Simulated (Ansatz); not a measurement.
## Phonon calculation of BF$_{3}$

The run: phonon calculation of BF$_{3}$. Method and program: RKS PBE0-D4/def2-TZVP (Ansatz 0.2.0).

The geometry comes from this level: PBE0-D4/def2-TZVP.

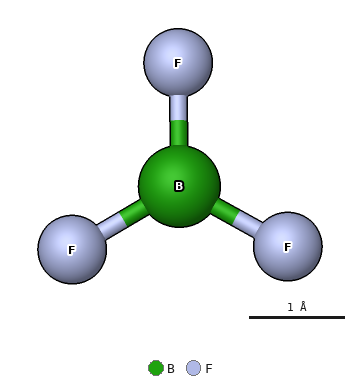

Fig. 1: The structure (ball-and-stick view, seen on its broad side).

## Input
```yaml
crystal:
  periodic: [false, false, false]
  atoms:
    - {symbol: B, position_ang: [-0.577091, -0.696381, 0.228515]}
    - {symbol: F, position_ang: [-0.125875, -1.422438, -0.765624]}
    - {symbol: F, position_ang: [-1.617351, 0.082059, 0.052552]}
    - {symbol: F, position_ang: [0.011832, -0.748974, 1.398790]}
basis:
  gaussian: {orbitals: def2-TZVP}
hamiltonian: {xc: pbe0, dispersion: d4}
phonons: {temperatures: {t_min: 298.15, t_max: 900, t_step: 200}}
```

Machine: 2 threads of Arm Neoverse V1, 23 GiB of memory available, shared host.

Launch command:
```bash
ansatz run in.yaml --threads 2 --pin off --events-out ev --progress --plain --max-ram 4352MiB
```

## Output
```
Functional definition: PBE0
  name "PBE0"
  cite "Adamo & Barone, J. Chem. Phys. 110, 6158 (1999) doi:10.1063/1.478522"
  cite "Perdew, Burke & Ernzerhof, Phys. Rev. Lett. 77, 3865 (1996) doi:10.1103/PhysRevLett.77.3865"
  parent pbe
  parameter a = 0.25
  parameter kappa = 0.804
  parameter beta = 0.06672455060314922
  exchange = (1 - a)*pbe_x(kappa = kappa, mu = beta*pi^2/3) + a*exact_x
  correlation = pbe_c(beta = beta)
637 factors; their error is unknown
mean field evaluation 1: about -8824.5442 eV, gradient 4.5e1 eV
mean field evaluation 2: about -8822.5437 eV, gradient 6.0e1 eV
mean field evaluation 4: about -8827.0540 eV, gradient 4.1e-1 eV
mean field evaluation 8: about -8827.0924 eV, gradient 1.4e-3 eV
mean field -8827.09240382 eV, -324.3896626223 hartree, gradient 1.1e-5 eV, S^2 0.000000; 0 other end points of the search recorded, 0 dependent functions left out
the calculation of the forces begins
reference -8827.09242708 eV, -324.3896634769 hartree; 16, 16 occupied and 108, 108 virtual orbitals, 637 factors
these checks for a lower state are left out or cut short: stability, starts, cluster_reference, orbital_swaps, neighbouring_geometries, increment
637 factors; their error is unknown
mean field evaluation 16: about -8827.0543 eV, gradient 1.4e-4 eV
mean field -8827.09233813 eV, -324.3896602081 hartree, gradient 5.9e-7 eV, S^2 0.000000; 0 other end points of the search recorded, 0 dependent functions left out
the calculation of the forces begins
reference -8827.09236138 eV, -324.3896610628 hartree; 16, 16 occupied and 108, 108 virtual orbitals, 637 factors
these checks for a lower state are left out or cut short: stability, starts, cluster_reference, orbital_swaps, neighbouring_geometries, increment
637 factors; their error is unknown
mean field -8827.09234294 eV, -324.3896603848 hartree, gradient 5.9e-7 eV, S^2 0.000000; 0 other end points of the search recorded, 0 dependent functions left out
the calculation of the forces begins
reference -8827.09236619 eV, -324.3896612395 hartree; 16, 16 occupied and 108, 108 virtual orbitals, 637 factors
these checks for a lower state are left out or cut short: stability, starts, cluster_reference, orbital_swaps, neighbouring_geometries, increment
637 factors; their error is unknown
mean field evaluation 32: about -8827.0542 eV, gradient 1.9e-4 eV
mean field -8827.09220453 eV, -324.3896552983 hartree, gradient 5.8e-7 eV, S^2 0.000000; 0 other end points of the search recorded, 0 dependent functions left out
the calculation of the forces begins
reference -8827.09222778 eV, -324.3896561530 hartree; 16, 16 occupied and 108, 108 virtual orbitals, 637 factors
these checks for a lower state are left out or cut short: stability, starts, cluster_reference, orbital_swaps, neighbouring_geometries, increment
637 factors; their error is unknown
mean field -8827.09219707 eV, -324.3896550243 hartree, gradient 5.9e-7 eV, S^2 0.000000; 0 other end points of the search recorded, 0 dependent functions left out
the calculation of the forces begins
reference -8827.09222033 eV, -324.3896558790 hartree; 16, 16 occupied and 108, 108 virtual orbitals, 637 factors
these checks for a lower state are left out or cut short: stability, starts, cluster_reference, orbital_swaps, neighbouring_geometries, increment
637 factors; their error is unknown
mean field -8827.09237649 eV, -324.3896616180 hartree, gradient 5.9e-7 eV, S^2 0.000000; 0 other end points of the search recorded, 0 dependent functions left out
the calculation of the forces begins
reference -8827.09239975 eV, -324.3896624726 hartree; 16, 16 occupied and 108, 108 virtual orbitals, 637 factors
these checks for a lower state are left out or cut short: stability, starts, cluster_reference, orbital_swaps, neighbouring_geometries, increment
637 factors; their error is unknown
mean field -8827.09237195 eV, -324.3896614510 hartree, gradient 2.2e-6 eV, S^2 0.000000; 0 other end points of the search recorded, 0 dependent functions left out
the calculation of the forces begins
reference -8827.09239521 eV, -324.3896623058 hartree; 16, 16 occupied and 108, 108 virtual orbitals, 637 factors
these checks for a lower state are left out or cut short: stability, starts, cluster_reference, orbital_swaps, neighbouring_geometries, increment
637 factors; their error is unknown
mean field evaluation 64: about -8827.0924 eV, gradient 5.9e-7 eV
mean field -8827.09235033 eV, -324.3896606565 hartree, gradient 5.9e-7 eV, S^2 0.000000; 0 other end points of the search recorded, 0 dependent functions left out
the calculation of the forces begins
reference -8827.09237359 eV, -324.3896615113 hartree; 16, 16 occupied and 108, 108 virtual orbitals, 637 factors
these checks for a lower state are left out or cut short: stability, starts, cluster_reference, orbital_swaps, neighbouring_geometries, increment
637 factors; their error is unknown
mean field -8827.09235518 eV, -324.3896608347 hartree, gradient 5.9e-7 eV, S^2 0.000000; 0 other end points of the search recorded, 0 dependent functions left out
the calculation of the forces begins
reference -8827.09237843 eV, -324.3896616893 hartree; 16, 16 occupied and 108, 108 virtual orbitals, 637 factors
these checks for a lower state are left out or cut short: stability, starts, cluster_reference, orbital_swaps, neighbouring_geometries, increment
637 factors; their error is unknown
mean field -8827.09230525 eV, -324.3896589999 hartree, gradient 5.9e-7 eV, S^2 0.000000; 0 other end points of the search recorded, 0 dependent functions left out
the calculation of the forces begins
reference -8827.09232851 eV, -324.3896598548 hartree; 16, 16 occupied and 108, 108 virtual orbitals, 637 factors
these checks for a lower state are left out or cut short: stability, starts, cluster_reference, orbital_swaps, neighbouring_geometries, increment
637 factors; their error is unknown
mean field -8827.09231774 eV, -324.3896594589 hartree, gradient 5.9e-7 eV, S^2 0.000000; 0 other end points of the search recorded, 0 dependent functions left out
the calculation of the forces begins
reference -8827.09234099 eV, -324.3896603134 hartree; 16, 16 occupied and 108, 108 virtual orbitals, 637 factors
these checks for a lower state are left out or cut short: stability, starts, cluster_reference, orbital_swaps, neighbouring_geometries, increment
637 factors; their error is unknown
mean field -8827.09238866 eV, -324.3896620650 hartree, gradient 5.9e-7 eV, S^2 0.000000; 0 other end points of the search recorded, 0 dependent functions left out
the calculation of the forces begins
reference -8827.09241191 eV, -324.3896629196 hartree; 16, 16 occupied and 108, 108 virtual orbitals, 637 factors
these checks for a lower state are left out or cut short: stability, starts, cluster_reference, orbital_swaps, neighbouring_geometries, increment
637 factors; their error is unknown
mean field evaluation 96: about -8827.0924 eV, gradient 5.6e-5 eV
mean field -8827.09238385 eV, -324.3896618884 hartree, gradient 2.4e-6 eV, S^2 0.000000; 0 other end points of the search recorded, 0 dependent functions left out
the calculation of the forces begins
reference -8827.09240711 eV, -324.3896627431 hartree; 16, 16 occupied and 108, 108 virtual orbitals, 637 factors
these checks for a lower state are left out or cut short: stability, starts, cluster_reference, orbital_swaps, neighbouring_geometries, increment
637 factors; their error is unknown
mean field -8827.09232900 eV, -324.3896598725 hartree, gradient 5.9e-7 eV, S^2 0.000000; 0 other end points of the search recorded, 0 dependent functions left out
the calculation of the forces begins
reference -8827.09235225 eV, -324.3896607271 hartree; 16, 16 occupied and 108, 108 virtual orbitals, 637 factors
these checks for a lower state are left out or cut short: stability, starts, cluster_reference, orbital_swaps, neighbouring_geometries, increment
637 factors; their error is unknown
mean field -8827.09232320 eV, -324.3896596594 hartree, gradient 5.8e-7 eV, S^2 0.000000; 0 other end points of the search recorded, 0 dependent functions left out
the calculation of the forces begins
reference -8827.09234646 eV, -324.3896605142 hartree; 16, 16 occupied and 108, 108 virtual orbitals, 637 factors
Total energy: -8827.12539881 eV, -324.3908751658 hartree
Atom 0 at    -0.577091    -0.696381     0.228515 Å, force    -0.000192    -0.001163     0.001789 eV/Å
Atom 1 at    -0.125875    -1.422438    -0.765624 Å, force     0.000525    -0.000321    -0.001520 eV/Å
Atom 2 at    -1.617351     0.082059     0.052552 Å, force    -0.000927     0.001144    -0.000724 eV/Å
Atom 3 at     0.011832    -0.748974     1.398790 Å, force     0.000593     0.000341     0.000455 eV/Å
Dipole moment:     0.000027     0.000068    -0.000076 e Å
Vibrations: 474.95 474.95 690.26 896.79 1487.19 1487.23 cm⁻¹, zero-point energy 0.341661 eV
```

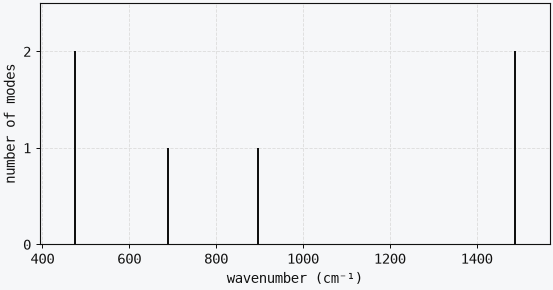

Fig. 2: Harmonic vibrational wavenumbers from the force constants; neighbouring modes closer than 5 cm⁻¹ are counted in one stick. 6 modes from 475 to 1487 cm⁻¹, none imaginary.

## Summary

| quantity | value |
| --- | --- |
| outcome | converged |
| total energy | −8827.1254 eV |
| mean-field energy | −8827.0924 eV |
| dispersion energy | −0.0330 eV |
| largest force (length of the vector) | 0.002 eV/Å |
| dipole moment | 0.00 D |
| wall time | 14 s (CPU time 26 s) |
| peak memory | 0.38 GiB |
